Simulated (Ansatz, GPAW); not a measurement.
# Cutoff, mesh and smearing for a 8-layer slab of Cu(100), part 3 of 3

How do cutoff, mesh, smearing and the dipole layer change the work function of a 8-layer slab of Cu(100)?

GPAW 26.7.0 and Ansatz 0.2.0; Ansatz plane waves; slab in vacuum with a dipole correction, relaxation (the session's first sound run).

So far, upper work function (eV): step 2 (relaxing the atoms, PBE) 4.57; step 3 (the slab's potential, PBE, GPAW) 4.55; step 6 (cutoff 700: ecut = 700, PBE, GPAW) 4.55.

### 9. K mesh 18×18: kpts = [18, 18]

Level of this step: GPAW, PAW setups; slab in vacuum (GPAW).

The mesh in the plane samples the bands: a metal's Fermi level needs it dense, and band edges must lie on it.

run.py reads:

```python
import json
import numpy as np
from ase import Atoms
from gpaw import GPAW, PW

slab = Atoms(
    ['Cu', 'Cu', 'Cu', 'Cu', 'Cu', 'Cu', 'Cu', 'Cu'],
    positions=[
        [1.27633, 1.27633, 7.00000],
        [0.00000, 0.00000, 8.80500],
        [1.27633, 1.27633, 10.61000],
        [0.00000, 0.00000, 12.41500],
        [1.27633, 1.27633, 14.24511],
        [0.00000, 0.00000, 16.07594],
        [1.27633, 1.27633, 17.91201],
        [0.00000, 0.00000, 19.68770]],
    cell=[[2.55266, 0.0, 0.0], [0.0, 2.55266, 0.0], [0.0, 0.0, 26.635]],
    pbc=[True, True, False])

slab.calc = GPAW(mode=PW(400), xc='PBE', kpts={'size': (18, 18, 1), 'gamma': True},
                 occupations={'name': 'fermi-dirac', 'width': 0.1}, nbands='140%',
                 convergence={'density': 1e-05}, maxiter=200,
                 poissonsolver={'dipolelayer': 'xy'},
                 symmetry={'tolerance': 1e-3}, txt='slab.txt')
result = {}
energy = slab.get_potential_energy()
fermi = slab.calc.get_fermi_level()
v = slab.calc.get_electrostatic_potential().mean((0, 1)) - fermi
n = slab.calc.get_pseudo_density().mean((0, 1))
L = slab.cell[2, 2]
z = np.arange(len(v)) * L / len(v)
low, high = slab.positions[:, 2].min(), slab.positions[:, 2].max()
below, above = np.interp([low - 4.8, high + 4.8], z, v)
slopes = [np.interp(x, z, np.gradient(v, z)) for x in (low - 4.8, high + 4.8)]
eps = np.array([[slab.calc.get_eigenvalues(k, s) for k in range(len(slab.calc.get_ibz_k_points()))]
                for s in range(slab.calc.get_number_of_spins())]) - fermi
top, bottom = eps[eps < 0].max(), eps[eps > 0].min()
dipole = slab.get_dipole_moment()[2]
print(f'energy {energy:.4f} eV, Fermi level {fermi:.4f} eV, dipole {dipole:.5f} e A')
print(f'potential 4.8 A off the faces, from the Fermi level: lower {below:.4f} eV, upper {above:.4f} eV')
print(f'slope of the potential there: lower {slopes[0]:.5f}, upper {slopes[1]:.5f} eV/A')
print(f'nearest levels on the mesh: {top:.4f} and {bottom:.4f} eV')
print('magnetic moment', round(slab.get_magnetic_moment(), 3))
result.update(energy=energy, fermi=fermi, dipole=dipole, below=below, above=above, slopes=slopes, edges=[top, bottom],
              z=z.tolist(), v=v.tolist(), n=n.tolist(), positions=slab.positions.tolist(),
              forces=slab.get_forces(apply_constraint=False).tolist(), moments=slab.get_magnetic_moments().tolist())
json.dump(result, open('result.json', 'w'))
```

On the command line:

```console
$ OMP_NUM_THREADS=1 OPENBLAS_NUM_THREADS=1 python run.py
```

The log of the run:

```text
energy -27.1646 eV, Fermi level 2.3475 eV, dipole 0.00060 e A
potential 4.8 A off the faces, from the Fermi level: lower 4.5587 eV, upper 4.5410 eV
slope of the potential there: lower -0.00072, upper 0.00074 eV/A
nearest levels on the mesh: -0.0196 and 0.0004 eV
magnetic moment 0.0
```

Wall time 3.8 min (1 thread of AMD EPYC 9R14 (Zen 4), shared host); peak memory 0.38 GiB.

This step gave:

| Quantity | Value |
| --- | --- |
| dipole along the normal | 6.04e-4 e·Å |
| levels nearest the Fermi level on the mesh | -0.01964, 4.22e-4 eV from the Fermi level |
| upper work function | 4.541 eV |
| lower work function | 4.559 eV |

The electrostatic potential energy of an electron (without an applied field's), less the Fermi level, planar mean oscillates, so the rows of the table below give means over windows of 1.81 Å about each position, cut where the curve ends. Its maxima inside the range that stand out by 2 % of the span (Å: eV): 7.9: -1.56, 9.7: -1.66, 11.5: -1.65, 13.3: -1.43, 15.1: -1.44, 16.9: -1.45, 18.9: -1.89. Its minima: 7.0: -15.8, 8.8: -16.1, 10.7: -16.0, 12.5: -15.9, 14.3: -16.0, 16.1: -16.1, 17.9: -16.1, 19.7: -15.8.

The electrostatic potential energy of an electron (without an applied field's), less the Fermi level, planar mean by z; means over each step:

```csv
z (Å),"electrostatic potential energy of an electron (without an applied field's), less the Fermi level, planar mean (eV)"
0.91,4.56
2.71,4.56
4.52,4.42
6.33,-4.53
8.14,-8.05
9.95,-8.11
11.76,-8.11
13.57,-7.88
15.38,-7.86
17.20,-7.84
19.00,-8.25
20.81,0.256
22.62,4.50
24.43,4.54
26.24,4.54
```

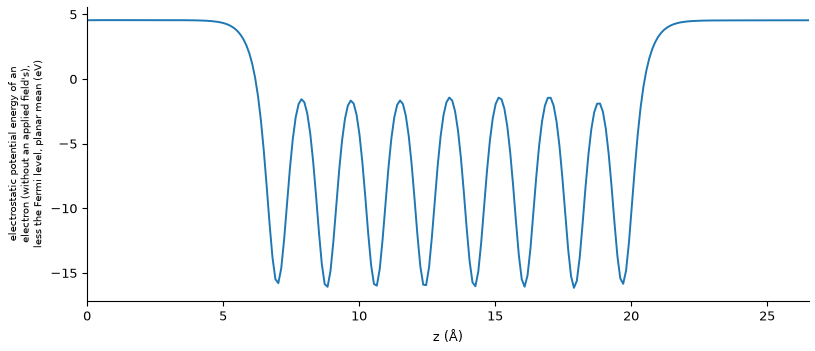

Electrostatic potential energy of an electron (without an applied field's), less the Fermi level, planar mean, plotted against z.

The upper face's work function is 4.541 eV, against 4.553 eV in the first plane-wave PBE run at this geometry.

### 10. Scheme Marzari-Vanderbilt, smearing 0.2

Smearing changes the occupations near the Fermi level, and with them the level itself. Smearing helps the SCF of a metal converge, but it blurs occupations at band edges near the Fermi level.

run.py, as its differences from that of step 9:

```diff
@@ -19,4 +19,4 @@
 
-slab.calc = GPAW(mode=PW(400), xc='PBE', kpts={'size': (18, 18, 1), 'gamma': True},
-                 occupations={'name': 'fermi-dirac', 'width': 0.1}, nbands='140%',
+slab.calc = GPAW(mode=PW(400), xc='PBE', kpts={'size': (12, 12, 1), 'gamma': True},
+                 occupations={'name': 'marzari-vanderbilt', 'width': 0.2}, nbands='140%',
                  convergence={'density': 1e-05}, maxiter=200,
```

The log of the run:

```text
energy -27.1319 eV, Fermi level 2.3367 eV, dipole 0.00063 e A
potential 4.8 A off the faces, from the Fermi level: lower 4.5719 eV, upper 4.5535 eV
slope of the potential there: lower -0.00081, upper 0.00077 eV/A
nearest levels on the mesh: -0.0277 and 0.0040 eV
magnetic moment 0.0
```

Wall time 2.3 min (1 thread); peak memory 0.27 GiB.

This step gave:

| Item | Value |
| --- | --- |
| dipole along the normal | 6.28e-4 e·Å |
| levels nearest the Fermi level on the mesh | -0.02769, 0.003959 eV from the Fermi level |
| upper work function | 4.554 eV |
| lower work function | 4.572 eV |

The electrostatic potential energy of an electron (without an applied field's), less the Fermi level, planar mean oscillates, so the rows of the table below give means over windows of 1.81 Å about each position, cut where the curve ends. Its maxima inside the range that stand out by 2 % of the span (Å: eV): 7.9: -1.57, 9.7: -1.65, 11.5: -1.62, 13.3: -1.40, 15.1: -1.40, 16.9: -1.44, 18.9: -1.90. Its minima: 7.0: -15.8, 8.8: -16.1, 10.7: -16.0, 12.5: -15.9, 14.3: -16.0, 16.1: -16.0, 17.9: -16.1, 19.7: -15.9.

Electrostatic potential energy of an electron (without an applied field's), less the Fermi level, planar mean against z; means over each step:

```csv
z (Å),"electrostatic potential energy of an electron (without an applied field's), less the Fermi level, planar mean (eV)"
0.91,4.57
2.71,4.57
4.52,4.43
6.33,-4.53
8.14,-8.06
9.95,-8.10
11.76,-8.07
13.57,-7.85
15.38,-7.82
17.20,-7.83
19.00,-8.26
20.81,0.255
22.62,4.51
24.43,4.55
26.24,4.55
```

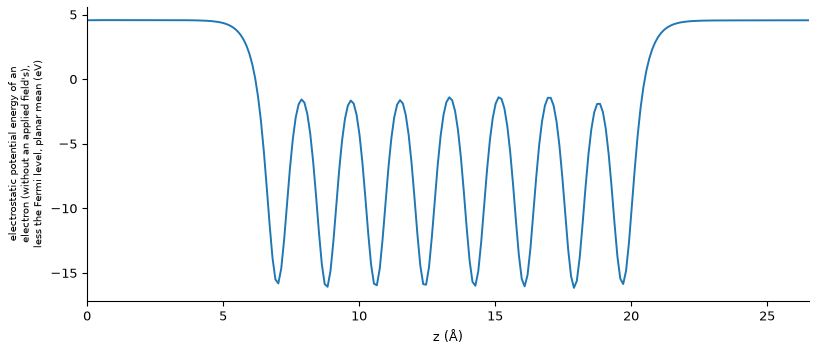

Electrostatic potential energy of an electron (without an applied field's), less the Fermi level, planar mean, plotted against z.

The upper face's work function is 4.554 eV, against 4.553 eV in the first plane-wave PBE run at this geometry.

### 11. The ladder

Times are for 1 thread of AMD EPYC 9R14 (Zen 4), shared host. The series side by side:

```csv
no.,run,upper work function (eV),lower work function (eV),time,memory (GiB)
1,pw,4.553,4.570,2.1 min,0.28
2,cutoff 700,4.546,4.564,4.8 min,0.47
3,k mesh 18×18,4.541,4.559,3.8 min,0.38
4,"scheme Marzari-Vanderbilt, smearing 0.2",4.554,4.572,2.3 min,0.27
```

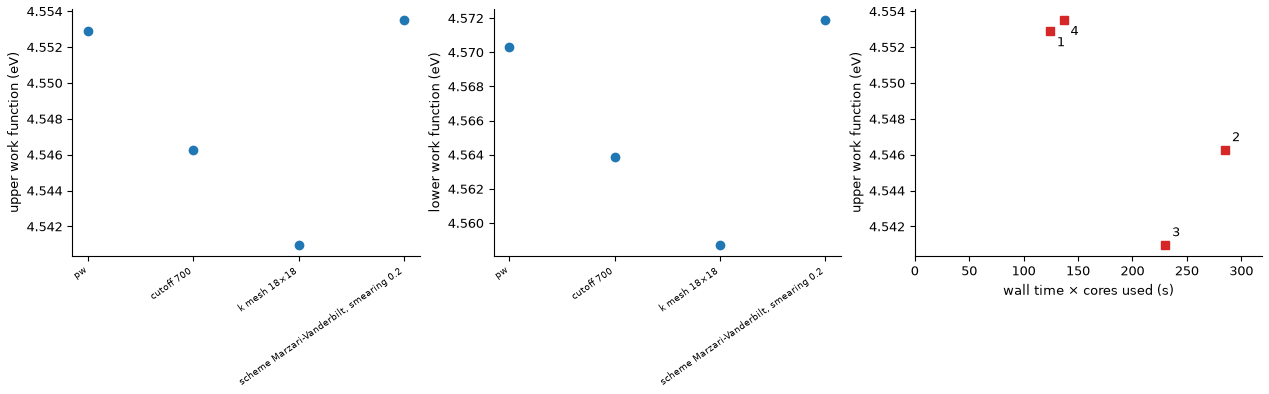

The series as plots; the last panel sets the first result against cost, with the runs numbered as in the table.

### 12. Without the dipole layer

The dipole layer is taken out and the cell repeats along the normal.

run.py, as its differences from that of step 10:

```diff
@@ -17,8 +17,7 @@
     cell=[[2.55266, 0.0, 0.0], [0.0, 2.55266, 0.0], [0.0, 0.0, 26.635]],
-    pbc=[True, True, False])
+    pbc=[True, True, True])
 
 slab.calc = GPAW(mode=PW(400), xc='PBE', kpts={'size': (12, 12, 1), 'gamma': True},
-                 occupations={'name': 'marzari-vanderbilt', 'width': 0.2}, nbands='140%',
+                 occupations={'name': 'fermi-dirac', 'width': 0.1}, nbands='140%',
                  convergence={'density': 1e-05}, maxiter=200,
-                 poissonsolver={'dipolelayer': 'xy'},
                  symmetry={'tolerance': 1e-3}, txt='slab.txt')
```

The log of the run:

```text
energy -27.1357 eV, Fermi level 2.3351 eV, dipole 0.00152 e A
potential 4.8 A off the faces, from the Fermi level: lower 4.5655 eV, upper 4.5584 eV
slope of the potential there: lower 0.00094, upper 0.00232 eV/A
nearest levels on the mesh: -0.0150 and 0.0065 eV
magnetic moment 0.0
```

The job ended after 1.9 min (1 thread; peak memory 0.27 GiB).

The run finished with changed settings (dipole = false and pbc_z = true); it serves as a test.

Side by side:

```csv
quantity,this run,sound run,difference
upper work function (eV),4.5584,4.5529,0.00556
lower work function (eV),4.5655,4.5703,-0.00483
```

### 13. Side by side

Results and costs are gathered.

This step: comparison of work functions, dipole and cost (GPAW 26.7.0).

Ladder, by row:

```csv
step,code,"work function, upper (eV)","work function, lower (eV)",dipole (e Å),wall time (s),peak memory (GiB),threads
pw,GPAW,4.553,4.57,5.91e-4,124.2,0.28,1
ecut200,GPAW,-,-,-0.002855,63.09,0.19,1
ecut300,GPAW,4.567,4.585,6.50e-4,94.49,0.23,1
ecut700,GPAW,4.546,4.564,5.98e-4,285.1,0.47,1
k4,GPAW,4.632,4.65,6.23e-4,40.2,0.2,1
k7,GPAW,4.535,4.549,4.78e-4,50.63,0.21,1
k18,GPAW,4.541,4.559,6.04e-4,229.9,0.38,1
smear,GPAW,4.554,4.572,6.28e-4,136.7,0.27,1
nodip,GPAW,4.558,4.565,0.001518,113.6,0.27,1
```

### 14. A changed run

One more run, with changed settings.

This step: GPAW, PAW setups; slab in vacuum (GPAW 26.7.0).

run.py, as its differences from that of step 12:

```diff
@@ -21,3 +21,4 @@
                  occupations={'name': 'fermi-dirac', 'width': 0.1}, nbands='140%',
-                 convergence={'density': 1e-05}, maxiter=200,
+                 convergence={'density': 1e-05}, maxiter=75,
+                 poissonsolver={'dipolelayer': 'xy'},
                  symmetry={'tolerance': 1e-3}, txt='slab.txt')
```

The log of the run:

```text
AssertionError
```

The job ended after 0.95 s (1 thread; peak memory 0.14 GiB).

The input was rejected at the start.

The fault put into the input: a dipole layer in a cell that repeats along the normal (pbc_z = true).

### 15. Summary of results

```
work function, upper and lower face : 4.553 and 4.570 eV
dipole along the normal             : 5.9e-4 e Å
```

In words: With plane waves and PBE the work function is 4.55 eV on the upper face and 4.57 eV on the lower. The measured value for this face is 4.73 eV (as compiled in "Anisotropic work function of elemental crystals", 2019, arxiv:1902.07811); the relaxed upper face lies 0.18 eV under it with PBE. Measured work functions scatter by a tenth of an eV or more between methods. The other smearing (Marzari-Vanderbilt of 0.2 eV in place of Fermi-Dirac of 0.1) moves the two faces by 6.2e-4 and 0.0016 eV on the same mesh; a mesh is converged only for its smearing. Over the sound runs of the table the upper face's work function spans 4.541 (k18) to 4.554 eV (smear). The small printed dipole stands for a step of -16 meV from the lower to the upper face, and the probes find -17 meV; values this small are near the numerical noise of both. The in-plane lattice was kept as typed, which isn't the functional's own and leaves some strain; spin-orbit coupling and temperature are left out.

[Logs are printed without paths, hosts, clocks, repeated set-up lines and the standing remarks that a program may print on its own settings, such as how far it seeks lower states.]

[Hosts, paths, dates, database ids (printed as entryN), source tags and the programs' standing remarks are cut or masked in the printed files.]
